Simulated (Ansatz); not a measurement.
**CH6BClOSi (SMILES CB(Cl)[SiH2]O): density, localisation and related maps**

Input

```
crystal:
  periodic: [false, false, false]
  atoms:
    - { symbol: C, position_ang: [-1.0684, -0.9022, 0.8324] }
    - { symbol: B, position_ang: [0.4095, -0.4883, 0.6181] }
    - { symbol: Cl, position_ang: [1.6916, -1.4114, 1.5112] }
    - { symbol: Si, position_ang: [0.9854, 0.9632, -0.59] }
    - { symbol: O, position_ang: [0.3663, 0.5822, -2.1898] }
    - { symbol: H, position_ang: [-1.664, 0.0411, 1.2103] }
    - { symbol: H, position_ang: [-1.5287, -1.1591, -0.1481] }
    - { symbol: H, position_ang: [-1.1729, -1.6779, 1.5352] }
    - { symbol: H, position_ang: [2.3784, 1.1145, -0.5529] }
    - { symbol: H, position_ang: [0.2997, 2.209, -0.1045] }
    - { symbol: H, position_ang: [-0.6315, 0.6718, -2.1014] }
basis:
  gaussian: { orbitals: def2-SVP }
hamiltonian:
  xc: pbe0
  dispersion: d4
relax:
  f_tol: 0.015
  max_steps: 40
output:
  orbitals: {}
```

Command:

```sh
ansatz run input.yaml --threads 2 --pin off --max-ram 3072MiB --backend cpu --events-out ev --progress --plain --runs-dir out
```

The fields are those of the run's last geometry, not of the input's.

These are results of RKS PBE0-D4/def2-SVP (Ansatz 0.2.0), not measurements.

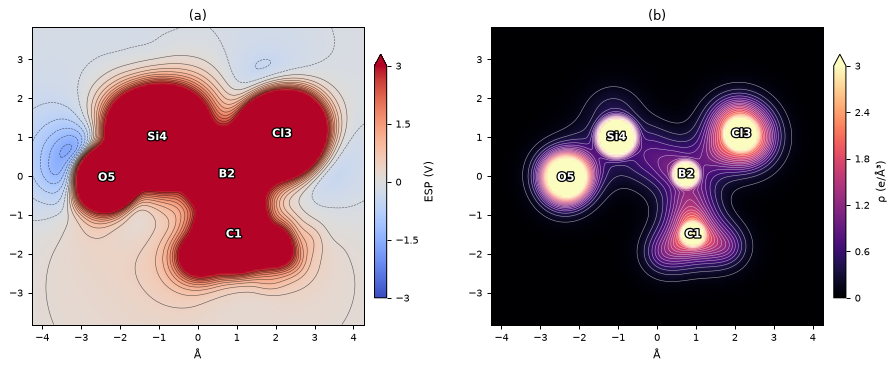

Figure 1. (a) molecular electrostatic potential; (b) total electron density on the plane of atoms Cl3, B2 and Si4.

### Read the bonding off the picture.

The plane passes through C, B, Cl, Si and O nuclei.
C–B (1.56 Å): ρ is about 1.4 e/Å³ halfway.
Si–O (1.68 Å): the density is about 1 e/Å³ at the midpoint.
B–Cl (1.77 Å): ρ is about 1.3 e/Å³ halfway.
Si–B (2.03 Å): the density is about 0.82 e/Å³ at the midpoint.
Outside the dense part of the molecule the potential is most negative (−1.6 V) near O5.

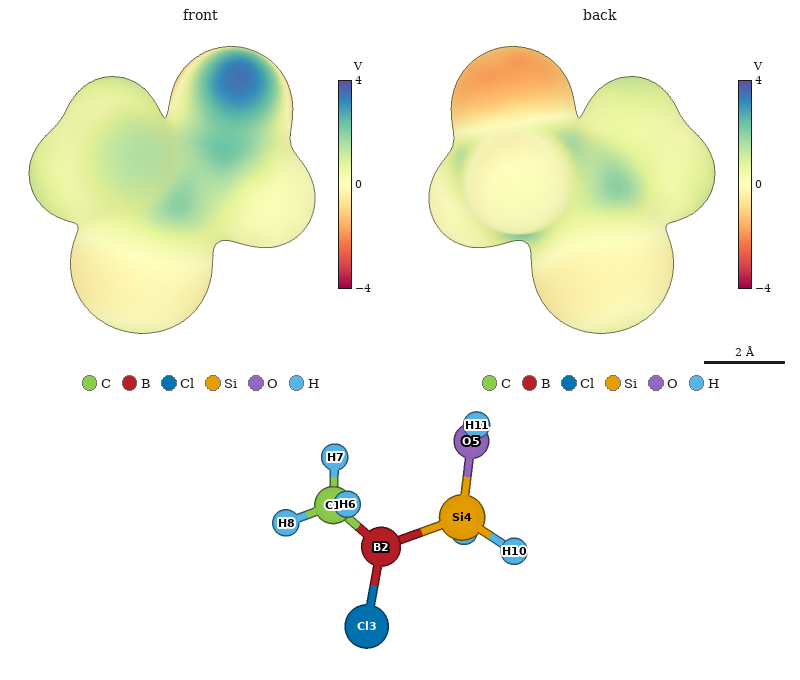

Figure 2. The molecular electrostatic potential painted on the density surface at 0.004 e/bohr³, seen from the front and from behind; the colour scale runs from red (negative) to blue (positive). The bare structure is drawn below in the same view.

### Where is the surface potential most negative and most positive?

The most negative region (about −1.7 V) lies over O5, the most positive (about +3.3 V) over H11. Cl3 shows a σ-hole: about +0.3 V at the tip opposite its bond, against about −0.3 V on its flanks. O5 is the likeliest acceptor of a hydrogen bond.

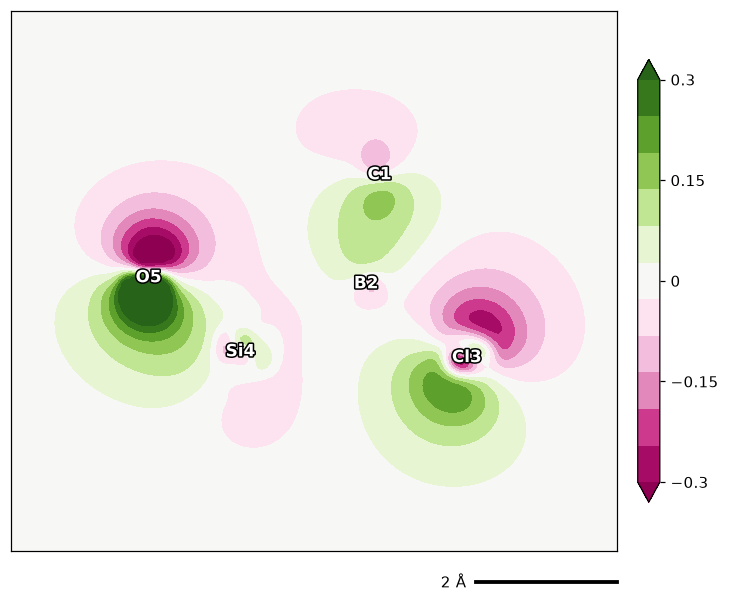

Figure 3. The HOMO−1 on the plane of atoms C1, B2 and Si4 (values in Å⁻³ᐟ²; the overall sign is arbitrary).

### What is the character of this orbital?

Its weight (Hirshfeld) is mainly on O5 (about 35 %), Si4 (about 20 %), H10 (about 20 %), Cl3 (about 15 %) and H9 (about 10 %). Its energy is −8.83 eV.
